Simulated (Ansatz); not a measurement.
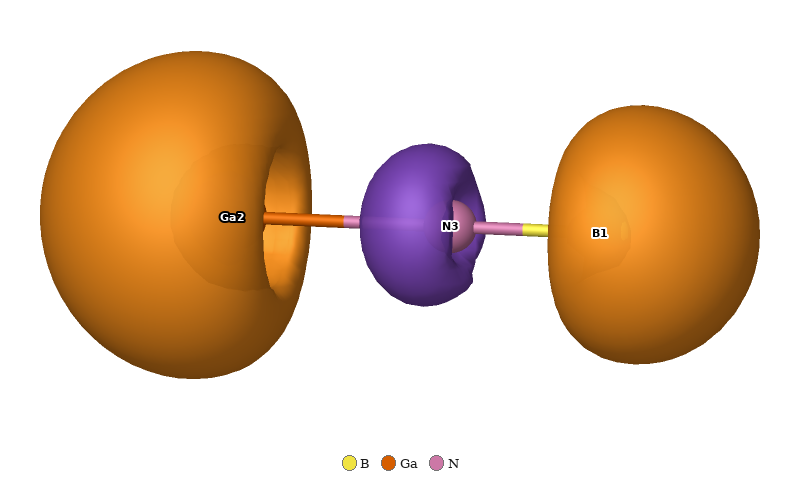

BGaN (SMILES B#[N+][Ga]) (charge +1). The HOMO at ±0.15 Å⁻³ᐟ² (orange and purple are the two phases), seen from one side.

Geometry: PBE0-D3(BJ)/def2-SVP.

The calculation used isolated molecule in a Gaussian basis; Kohn-Sham density functional theory, functional PBE0 in Ansatz.

```csv
atom,x (Å),y (Å),z (Å)
B,0.0000,0.0000,-1.4692
Ga,0.0000,0.0000,1.6640
N,0.0000,0.0000,-0.1949
```

Where does this orbital lie, and at what energy?

Answer. By Hirshfeld shares it lies mainly on Ga2 (about 60 %), B1 (about 35 %) and N3 (about 10 %); it is of σ type. Its energy is −13.69 eV.
